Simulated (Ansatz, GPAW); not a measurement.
# Cutoff, mesh and smearing for 1T-FeClI monolayer, part 2 of 3

How do cutoff, mesh, smearing and the dipole layer change the work function of 1T-FeClI monolayer?

GPAW 26.7.0 and Ansatz 0.2.0; Ansatz plane waves; layer without images along its normal, relaxation of atoms and in-plane cell (the session's first sound run).

So far. Step 2 (Relaxation): The relaxation lowered the energy of the cell by 0.635 eV.

## (3) The slab's potential

With the geometry fixed, the planar mean of the potential gives the vacuum level on each side.

This step: GPAW, PAW setups; slab in vacuum (GPAW 26.7.0).

The cell differs from the one that the last finished run ended in (c 29.059 → 20.966 Å).

Contents of run.py:

```python
import json
import numpy as np
from ase import Atoms
from gpaw import GPAW, PW

slab = Atoms(
    ['I', 'Fe', 'Cl'],
    positions=[
        [1.90669, 1.10083, 9.00000],
        [-0.00000, -0.00000, 10.71823],
        [0.00000, 2.20165, 11.96561]],
    cell=[[3.81338, -0.0, 0.0], [-1.90669, 3.30248, 0.0], [0.0, 0.0, 20.9656]],
    pbc=[True, True, False],
    magmoms=[0.0, 4.0, 0.0])

slab.calc = GPAW(mode=PW(400), xc='PBE', kpts={'size': (9, 9, 1), 'gamma': True},
                 occupations={'name': 'fermi-dirac', 'width': 0.05}, nbands='160%',
                 convergence={'density': 1e-05}, maxiter=200,
                 poissonsolver={'dipolelayer': 'xy'},
                 symmetry={'tolerance': 1e-3}, txt='slab.txt')
result = {}
energy = slab.get_potential_energy()
fermi = slab.calc.get_fermi_level()
v = slab.calc.get_electrostatic_potential().mean((0, 1)) - fermi
n = slab.calc.get_pseudo_density().mean((0, 1))
L = slab.cell[2, 2]
z = np.arange(len(v)) * L / len(v)
low, high = slab.positions[:, 2].min(), slab.positions[:, 2].max()
below, above = np.interp([low - 6.8, high + 6.8], z, v)
slopes = [np.interp(x, z, np.gradient(v, z)) for x in (low - 6.8, high + 6.8)]
eps = np.array([[slab.calc.get_eigenvalues(k, s) for k in range(len(slab.calc.get_ibz_k_points()))]
                for s in range(slab.calc.get_number_of_spins())]) - fermi
top, bottom = eps[eps < 0].max(), eps[eps > 0].min()
dipole = slab.get_dipole_moment()[2]
print(f'energy {energy:.4f} eV, Fermi level {fermi:.4f} eV, dipole {dipole:.5f} e A')
print(f'potential 6.8 A off the faces, from the Fermi level: lower {below:.4f} eV, upper {above:.4f} eV')
print(f'slope of the potential there: lower {slopes[0]:.5f}, upper {slopes[1]:.5f} eV/A')
print(f'nearest levels on the mesh: {top:.4f} and {bottom:.4f} eV')
print('magnetic moment', round(slab.get_magnetic_moment(), 3))
result.update(energy=energy, fermi=fermi, dipole=dipole, below=below, above=above, slopes=slopes, edges=[top, bottom],
              z=z.tolist(), v=v.tolist(), n=n.tolist(), positions=slab.positions.tolist(),
              forces=slab.get_forces(apply_constraint=False).tolist(), moments=slab.get_magnetic_moments().tolist())
json.dump(result, open('result.json', 'w'))
```

On the command line:

```sh
$ OMP_NUM_THREADS=1 OPENBLAS_NUM_THREADS=1 python run.py
```

The program printed:

```text
energy -13.2387 eV, Fermi level -2.2262 eV, dipole -0.03980 e A
potential 6.8 A off the faces, from the Fermi level: lower 4.8103 eV, upper 5.3826 eV
slope of the potential there: lower -0.00004, upper 0.00003 eV/A
nearest levels on the mesh: -0.0250 and 0.0160 eV
magnetic moment 4.0
```

It took 55 s on 1 thread of Intel Xeon Platinum 8559C (Emerald Rapids), shared host; peak memory 0.26 GiB.

Numbers from this step:

* dipole along the normal: -0.03980 e·Å
* levels nearest the Fermi level on the mesh: -0.02499, 0.01600 eV from the Fermi level
* upper work function: 5.383 eV
* lower work function: 4.810 eV
* site moments: 0.1597, 3.356, 0.07891 μB
* sum of the site moments: 3.594 μB

The electrostatic potential energy of an electron (without an applied field's), less the Fermi level, planar mean by z:

```
z (Å)  electrostatic potential energy of an electron (without an applied field's), less the Fermi level, planar mean (eV)
    0                                                                                                                5.10
    2                                                                                                                4.81
    4                                                                                                                4.81
    6                                                                                                                4.80
    8                                                                                                                1.60
   10                                                                                                               -2.52
   12                                                                                                               -12.2
   14                                                                                                                5.34
   16                                                                                                                5.38
   18                                                                                                                5.38
   20                                                                                                                5.38
```

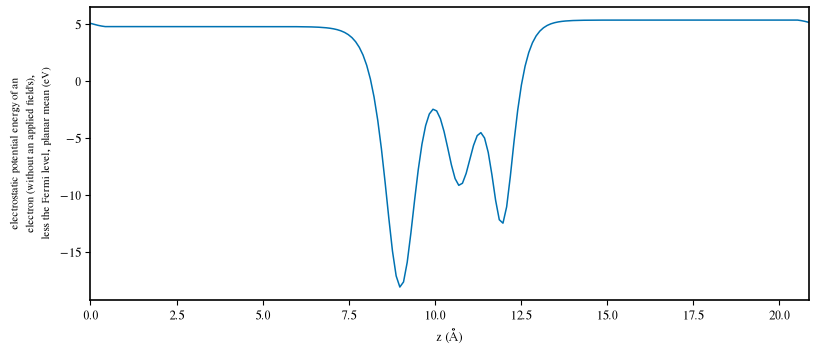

Electrostatic potential energy of an electron (without an applied field's), less the Fermi level, planar mean, plotted against z.

The pseudo valence density, planar mean oscillates, so the rows of the table below give means over windows of 2 Å about each position, cut where the curve ends. Its maxima inside the range that stand out by 2 % of the span (Å: e/Å³): 8.6: 0.302, 9.6: 0.339, 10.7: 0.682, 11.6: 0.433. Its minima: 9.0: 0.148, 10.1: 0.277, 11.3: 0.398.

The pseudo valence density, planar mean by z; means over each step:

```csv
z (Å),"pseudo valence density, planar mean (e/Å³)"
4,3.9e-6
6,0.00145
8,0.140
10,0.380
12,0.340
14,0.0117
16,1.5e-5
```

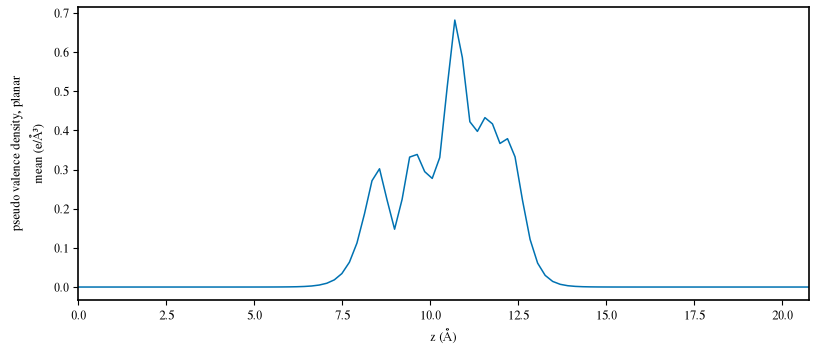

Pseudo valence density, planar mean against z.

Force by atom:

```
atom  x (eV/Å)  y (eV/Å)  z (eV/Å)    size
  I1    0.0000    0.0000   -0.0504  0.0504
 Fe2    0.0000    0.0000    0.0266  0.0266
 Cl3    0.0000    0.0000    0.0239  0.0239
```

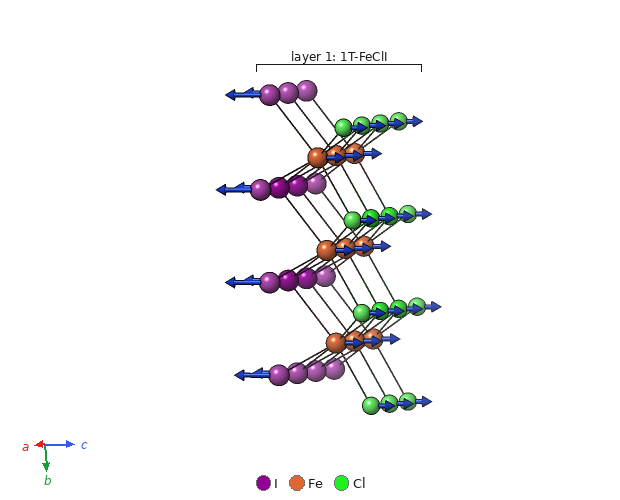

Force as arrows, the longest 0.0504 eV/Å. 2×2×1 cells are drawn. Some periodic images of atoms are drawn too.

The potential is flat to 3.6e-5 eV/Å where it is read, so the vacuum is wide enough. The geometry is the other program's minimum; here the largest force on a free atom is 0.050 eV/Å.

## (4) Cutoff 200

The cutoff limits how sharply the smooth valence waves can vary, which tells mostly near the atoms.

Edit run.py of step 3 so:

```diff
@@ -15,3 +15,3 @@
 
-slab.calc = GPAW(mode=PW(400), xc='PBE', kpts={'size': (9, 9, 1), 'gamma': True},
+slab.calc = GPAW(mode=PW(200), xc='PBE', kpts={'size': (9, 9, 1), 'gamma': True},
                  occupations={'name': 'fermi-dirac', 'width': 0.05}, nbands='160%',
```

The program printed:

```text
energy -11.5233 eV, Fermi level -2.3011 eV, dipole -0.04127 e A
potential 6.8 A off the faces, from the Fermi level: lower 4.8847 eV, upper 5.4791 eV
slope of the potential there: lower -0.00103, upper 0.00130 eV/A
nearest levels on the mesh: -0.0247 and 0.0157 eV
magnetic moment 4.0
```

It took 20 s on 1 thread; peak memory 0.17 GiB.

The run finished. A setting was moved off its sound value on purpose, so it serves as a test and not as the result.

The fault put into the input: a cutoff under that of the base run: the energy of the cell lies 1.7 eV from the base value (ecut = 200).

The two runs compared:

```
                     quantity   this run  sound run  difference
dipole along the normal (e·Å)  -0.041265  -0.039803    -0.00146
     upper work function (eV)     5.4791     5.3826      0.0965
     lower work function (eV)     4.8847     4.8103      0.0744
 sum of the site moments (μB)     3.6038     3.5943     0.00950
```

The two runs differ clearly in the upper work function: 5.48 eV against 5.38 eV.

## (5) Cutoff 300

The cutoff limits how sharply the smooth valence waves can vary, which tells mostly near the atoms.

Edit run.py of step 4 so:

```diff
@@ -15,3 +15,3 @@
 
-slab.calc = GPAW(mode=PW(200), xc='PBE', kpts={'size': (9, 9, 1), 'gamma': True},
+slab.calc = GPAW(mode=PW(300), xc='PBE', kpts={'size': (9, 9, 1), 'gamma': True},
                  occupations={'name': 'fermi-dirac', 'width': 0.05}, nbands='160%',
```

The program printed:

```text
energy -13.0681 eV, Fermi level -2.2093 eV, dipole -0.03956 e A
potential 6.8 A off the faces, from the Fermi level: lower 4.7953 eV, upper 5.3651 eV
slope of the potential there: lower -0.00010, upper 0.00027 eV/A
nearest levels on the mesh: -0.0249 and 0.0162 eV
magnetic moment 4.0
```

It took 31 s on 1 thread; peak memory 0.21 GiB.

The run finished. A setting was moved off its sound value on purpose, so it serves as a test and not as the result.

The fault put into the input: a cutoff under that of the base run: the energy of the cell lies 0.17 eV from the base value (ecut = 300).

Side by side:

```csv
quantity,this run,sound run,difference
dipole along the normal (e·Å),-0.039556,-0.039803,2.5e-4
upper work function (eV),5.3651,5.3826,-0.0175
lower work function (eV),4.7953,4.8103,-0.0151
sum of the site moments (μB),3.5857,3.5943,-0.00867
```

## (6) Cutoff 700: ecut = 700

The cutoff limits how sharply the smooth valence waves can vary, which tells mostly near the atoms.

Edit run.py of step 5 so:

```diff
@@ -15,3 +15,3 @@
 
-slab.calc = GPAW(mode=PW(300), xc='PBE', kpts={'size': (9, 9, 1), 'gamma': True},
+slab.calc = GPAW(mode=PW(700), xc='PBE', kpts={'size': (9, 9, 1), 'gamma': True},
                  occupations={'name': 'fermi-dirac', 'width': 0.05}, nbands='160%',
```

The program printed:

```text
energy -13.4006 eV, Fermi level -2.2298 eV, dipole -0.03978 e A
potential 6.8 A off the faces, from the Fermi level: lower 4.8134 eV, upper 5.3854 eV
slope of the potential there: lower -0.00001, upper 0.00001 eV/A
nearest levels on the mesh: -0.0248 and 0.0160 eV
magnetic moment 4.0
```

Wall time 94 s (1 thread); peak memory 0.45 GiB.

Numbers from this step:

```yaml
dipole_along_the_normal: -0.03978 e·Å
levels_nearest_the_fermi_level_on_the_mesh: -0.02477, 0.01601 eV from the Fermi level
upper_work_function: 5.385 eV
lower_work_function: 4.813 eV
site_moments: 0.1601, 3.358, 0.08017 μB
sum_of_the_site_moments: 3.599 μB
```

Table of electrostatic potential energy of an electron (without an applied field's), less the Fermi level, planar mean by z:

```
z (Å)  electrostatic potential energy of an electron (without an applied field's), less the Fermi level, planar mean (eV)
    0                                                                                                                5.10
    2                                                                                                                4.81
    4                                                                                                                4.81
    6                                                                                                                4.80
    8                                                                                                                1.61
   10                                                                                                               -2.46
   12                                                                                                               -12.2
   14                                                                                                                5.34
   16                                                                                                                5.39
   18                                                                                                                5.39
   20                                                                                                                5.39
```

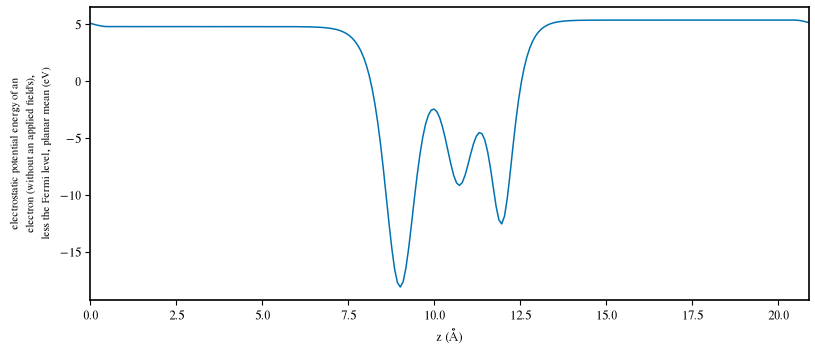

Electrostatic potential energy of an electron (without an applied field's), less the Fermi level, planar mean against z.

The pseudo valence density, planar mean oscillates, so the rows of the table below give means over windows of 2 Å about each position, cut where the curve ends. Its maxima inside the range that stand out by 2 % of the span (Å: e/Å³): 8.5: 0.304, 9.5: 0.347, 10.8: 0.662, 11.6: 0.436. Its minima: 9.0: 0.148, 10.0: 0.277, 11.3: 0.394.

Table of pseudo valence density, planar mean by z; means over each step:

```csv
z (Å),"pseudo valence density, planar mean (e/Å³)"
4,3.7e-6
6,0.00141
8,0.139
10,0.383
12,0.339
14,0.0113
16,1.5e-5
```

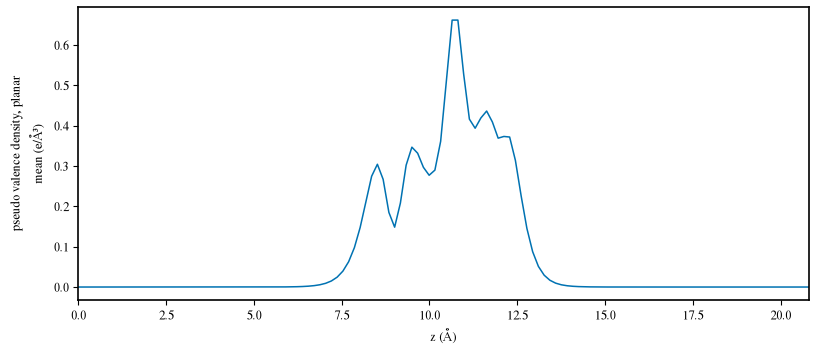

Pseudo valence density, planar mean, plotted against z.

The upper face's work function is 5.385 eV, against 5.383 eV in the first plane-wave PBE run at this geometry.

## (7) K mesh 3×3

The mesh in the plane samples the bands: a metal's Fermi level needs it dense, and band edges must lie on it.

Edit run.py of step 6 so:

```diff
@@ -15,3 +15,3 @@
 
-slab.calc = GPAW(mode=PW(700), xc='PBE', kpts={'size': (9, 9, 1), 'gamma': True},
+slab.calc = GPAW(mode=PW(400), xc='PBE', kpts={'size': (3, 3, 1), 'gamma': True},
                  occupations={'name': 'fermi-dirac', 'width': 0.05}, nbands='160%',
```

The program printed:

```text
energy -13.1757 eV, Fermi level -2.1650 eV, dipole -0.04403 e A
potential 6.8 A off the faces, from the Fermi level: lower 4.7163 eV, upper 5.3493 eV
slope of the potential there: lower -0.00004, upper 0.00003 eV/A
nearest levels on the mesh: -0.3288 and 0.0374 eV
magnetic moment 4.0
```

Wall time 21 s (1 thread); peak memory 0.22 GiB.

The run finished with changed settings (kpts = [3, 3]); it serves as a test.

Side by side:

| quantity | this run | sound run | difference |
| --- | --- | --- | --- |
| dipole along the normal (e·Å) | -0.044030 | -0.039803 | -0.00423 |
| upper work function (eV) | 5.3493 | 5.3826 | -0.0333 |
| lower work function (eV) | 4.7163 | 4.8103 | -0.0940 |
| sum of the site moments (μB) | 3.6080 | 3.5943 | 0.0136 |

The two runs differ clearly in the dipole along the normal: -0.0440 e·Å against -0.0398 e·Å.

## (8) K mesh 5×5

The mesh in the plane samples the bands: a metal's Fermi level needs it dense, and band edges must lie on it.

Edit run.py of step 7 so:

```diff
@@ -15,3 +15,3 @@
 
-slab.calc = GPAW(mode=PW(400), xc='PBE', kpts={'size': (3, 3, 1), 'gamma': True},
+slab.calc = GPAW(mode=PW(400), xc='PBE', kpts={'size': (5, 5, 1), 'gamma': True},
                  occupations={'name': 'fermi-dirac', 'width': 0.05}, nbands='160%',
```

The program printed:

```text
energy -13.2298 eV, Fermi level -2.2015 eV, dipole -0.03966 e A
potential 6.8 A off the faces, from the Fermi level: lower 4.7864 eV, upper 5.3565 eV
slope of the potential there: lower -0.00004, upper 0.00003 eV/A
nearest levels on the mesh: -0.0236 and 0.0326 eV
magnetic moment 4.0
```

Elapsed: 24 s, on 1 thread; peak memory 0.23 GiB.

The run finished with changed settings (kpts = [5, 5]); it serves as a test.

The two runs compared:

| quantity | this run | sound run | difference |
| --- | --- | --- | --- |
| dipole along the normal (e·Å) | -0.039657 | -0.039803 | 1.5e-4 |
| upper work function (eV) | 5.3565 | 5.3826 | -0.0261 |
| lower work function (eV) | 4.7864 | 4.8103 | -0.0239 |
| sum of the site moments (μB) | 3.5942 | 3.5943 | -1.3e-4 |

## (9) K mesh 14×14: kpts = [14, 14]

The mesh in the plane samples the bands: a metal's Fermi level needs it dense, and band edges must lie on it.

Edit run.py of step 8 so:

```diff
@@ -15,3 +15,3 @@
 
-slab.calc = GPAW(mode=PW(400), xc='PBE', kpts={'size': (5, 5, 1), 'gamma': True},
+slab.calc = GPAW(mode=PW(400), xc='PBE', kpts={'size': (14, 14, 1), 'gamma': True},
                  occupations={'name': 'fermi-dirac', 'width': 0.05}, nbands='160%',
```

The program printed:

```text
energy -13.2385 eV, Fermi level -2.2253 eV, dipole -0.03980 e A
potential 6.8 A off the faces, from the Fermi level: lower 4.8095 eV, upper 5.3817 eV
slope of the potential there: lower -0.00004, upper 0.00003 eV/A
nearest levels on the mesh: -0.0049 and 0.0089 eV
magnetic moment 4.0
```

The job ended after 71 s (1 thread; peak memory 0.32 GiB).

This step gave:

| Item | Value |
| --- | --- |
| dipole along the normal | -0.03980 e·Å |
| levels nearest the Fermi level on the mesh | -0.004865, 0.008891 eV from the Fermi level |
| upper work function | 5.382 eV |
| lower work function | 4.810 eV |
| site moments | 0.1598, 3.356, 0.07891 μB |
| sum of the site moments | 3.594 μB |

The upper face's work function is 5.382 eV, against 5.383 eV in the first plane-wave PBE run at this geometry.

## (10) Scheme Marzari-Vanderbilt, smearing 0.2

Smearing changes the occupations near the Fermi level, and with them the level itself. Smearing helps the SCF of a metal converge, but it blurs occupations at band edges near the Fermi level.

Edit run.py of step 9 so:

```diff
@@ -15,4 +15,4 @@
 
-slab.calc = GPAW(mode=PW(400), xc='PBE', kpts={'size': (14, 14, 1), 'gamma': True},
-                 occupations={'name': 'fermi-dirac', 'width': 0.05}, nbands='160%',
+slab.calc = GPAW(mode=PW(400), xc='PBE', kpts={'size': (9, 9, 1), 'gamma': True},
+                 occupations={'name': 'marzari-vanderbilt', 'width': 0.2}, nbands='160%',
                  convergence={'density': 1e-05}, maxiter=200,
```

The program printed:

```text
energy -13.2370 eV, Fermi level -2.2263 eV, dipole -0.03948 e A
potential 6.8 A off the faces, from the Fermi level: lower 4.8128 eV, upper 5.3804 eV
slope of the potential there: lower -0.00004, upper 0.00003 eV/A
nearest levels on the mesh: -0.0281 and 0.0126 eV
magnetic moment 4.009
```

Wall time 38 s (1 thread); peak memory 0.26 GiB.

Numbers from this step:

| Item | Value |
| --- | --- |
| dipole along the normal | -0.03948 e·Å |
| levels nearest the Fermi level on the mesh | -0.02808, 0.01256 eV from the Fermi level |
| upper work function | 5.380 eV |
| lower work function | 4.813 eV |
| site moments | 0.1630, 3.359, 0.07930 μB |
| sum of the site moments | 3.602 μB |

The upper face's work function is 5.380 eV, against 5.383 eV in the first plane-wave PBE run at this geometry.

## (11) All levels side by side

Times are for 1 thread of Intel Xeon Platinum 8559C (Emerald Rapids), shared host. Results by setting:

| no. | run | upper work function (eV) | lower work function (eV) | time | memory (GiB) |
| --- | --- | --- | --- | --- | --- |
| 1 | pw | 5.383 | 4.810 | 55 s | 0.26 |
| 2 | cutoff 700 | 5.385 | 4.813 | 94 s | 0.45 |
| 3 | k mesh 14×14 | 5.382 | 4.810 | 71 s | 0.32 |
| 4 | scheme Marzari-Vanderbilt, smearing 0.2 | 5.380 | 4.813 | 38 s | 0.26 |

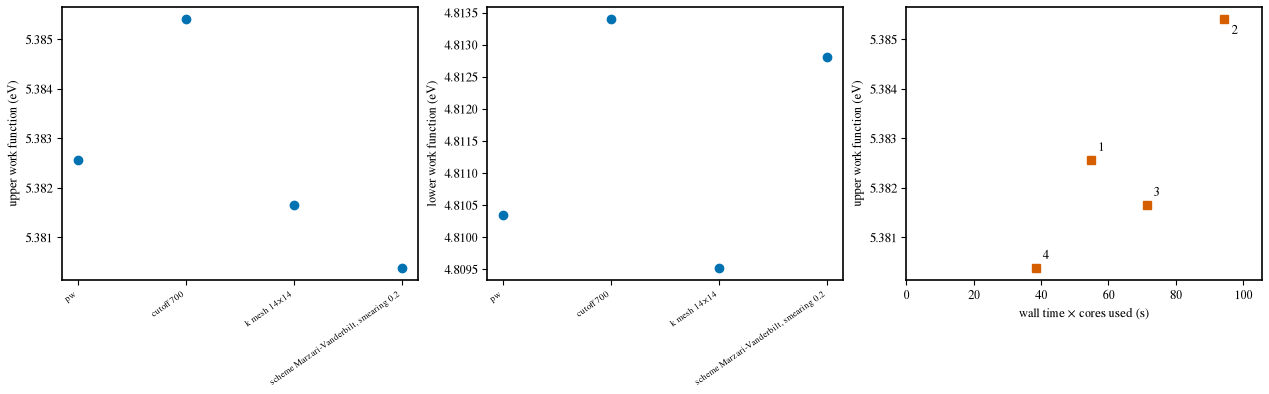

The series as plots; the last panel sets the first result against cost, with the runs numbered as in the table.

[end of part 2 of 3]

[Logs are printed without paths, hosts, clocks, repeated set-up lines and the standing remarks that a program may print on its own settings, such as how far it seeks lower states.]

[Hosts, paths, dates, database ids (printed as entryN), source tags and the programs' standing remarks are cut or masked in the printed files.]
